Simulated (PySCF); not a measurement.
# N2H (dinitrogen monohydride): UMP2/STO-3G

What is the vertical doublet–quartet gap of N2H (dinitrogen monohydride) at UMP2/STO-3G? 

Program for the calculation: PySCF 2.14.0.

9 further runs of the same task are left out: 9 set aside as unsound or not needed.

## (1) The molecule

N2H: 3 atoms, total charge 0, spin state doublet. As SMILES, `[N]=N`. The shape is that of a PBE0-D4/def2-TZVP optimisation.

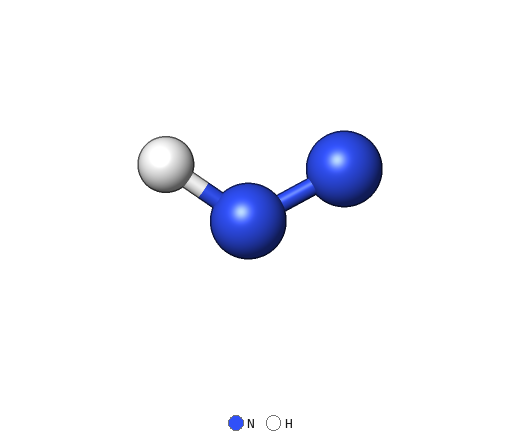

The structure, seen from a chosen angle (nitrogen blue, hydrogen white).

## (2) A single-point energy at UMP2/STO-3G

calc.py reads:

```python
from pyscf import gto, scf, mp

mol = gto.M(
    atom='''
N      0.710530    -0.606720     0.326180
N     -0.268660    -0.217710    -0.170100
H     -0.441870     0.824430    -0.156080
''',
    spin=1,
    verbose=3,
    max_memory=1860,
    basis='sto-3g',
)

mf = scf.UHF(mol)
mf.conv_tol = 1e-10
mf.kernel()
if not mf.converged:
    mf = mf.newton().run(mf.mo_coeff, mf.mo_occ)

pt = mp.MP2(mf, frozen=2).run()
energy = pt.e_tot
print('E = %.10f Eh' % energy)
```

Started as:

```
$ OMP_NUM_THREADS=1 python calc.py
```

What it wrote:

```text
converged SCF energy = -107.986588381562  <S^2> = 0.92194268  2S+1 = 2.165126
E(UMP2) = -108.079798691419  E_corr = -0.0932103098569891
E(SCS-UMP2) = -108.080475160296  E_corr = -0.0938867787337378
E = -108.0797986914 Eh
```

It took 0.93 s on 1 thread of AMD EPYC 7R43 (Zen 3), shared host; peak memory 0.11 GiB.

## (3) The quartet

job.py reads:

```python
from pyscf import gto, scf, mp

molecule = gto.M(
    atom='''
N      1.342707    -1.146535     0.616391
N     -0.507694    -0.411412    -0.321442
H     -0.835013     1.557947    -0.294948
''',
    max_memory=1860,
    charge=0,
    spin=3,
    verbose=3,
    unit='bohr',
    basis='sto-3g',
)

calc0 = scf.UHF(molecule)
calc0.conv_tol = 1e-10
calc0.kernel()
if not calc0.converged:
    calc0 = calc0.newton().run(calc0.mo_coeff, calc0.mo_occ)

pt = mp.MP2(calc0, frozen=2).run()
etot = pt.e_tot
print('E = %.10f Eh' % etot)
```

Started as:

```
$ OMP_NUM_THREADS=1 python job.py
```

What it wrote:

```text
WARN: HOMO 0.113843602435873 >= LUMO -0.356748132771143

converged SCF energy = -107.798833115463  <S^2> = 3.7512946  2S+1 = 4.0006472
E(UMP2) = -107.846333323515  E_corr = -0.0475002080524825
E(SCS-UMP2) = -107.846294187957  E_corr = -0.0474610724946792
E = -107.8463333235 Eh
```

Wall time 1.1 s (1 thread of AMD EPYC 7R43 (Zen 3), shared host); peak memory 0.11 GiB.

## (4) Results

Level: UMP2/STO-3G, 2 core orbitals frozen.

| quantity | value |
| --- | --- |
| doublet: total energy | -108.07980 Eh |
| doublet: dipole moment (Hartree–Fock density) | 1.81 D |
| doublet: HOMO energy (Hartree–Fock orbitals) (highest over α and β) | -8.49 eV |
| doublet: LUMO energy (Hartree–Fock orbitals) (lowest over α and β) | 7.65 eV |
| doublet: correlation energy (2 core orbitals frozen) | -93.2 mEh |
| doublet: ⟨S²⟩ of the reference determinant | 0.922 |
| quartet: total energy | -107.84633 Eh |
| quartet: dipole moment (Hartree–Fock density) | 1.62 D |
| quartet: HOMO energy (Hartree–Fock orbitals) (highest over α and β) | -7.09 eV |
| quartet: LUMO energy (Hartree–Fock orbitals) (lowest over α and β) | 2.73 eV |
| quartet: correlation energy (2 core orbitals frozen) | -47.5 mEh |
| quartet: ⟨S²⟩ of the reference determinant | 3.751 |
| vertical energy of the quartet above the doublet | 6.353 eV |

In words: At this shape the quartet lies 6.35 eV (147 kcal/mol) above the doublet. In a minimal basis such a difference can be off by several eV, whatever the method. ⟨S²⟩ (doublet) is 0.92 where a pure doublet has 0.75: the reference is spin-contaminated.
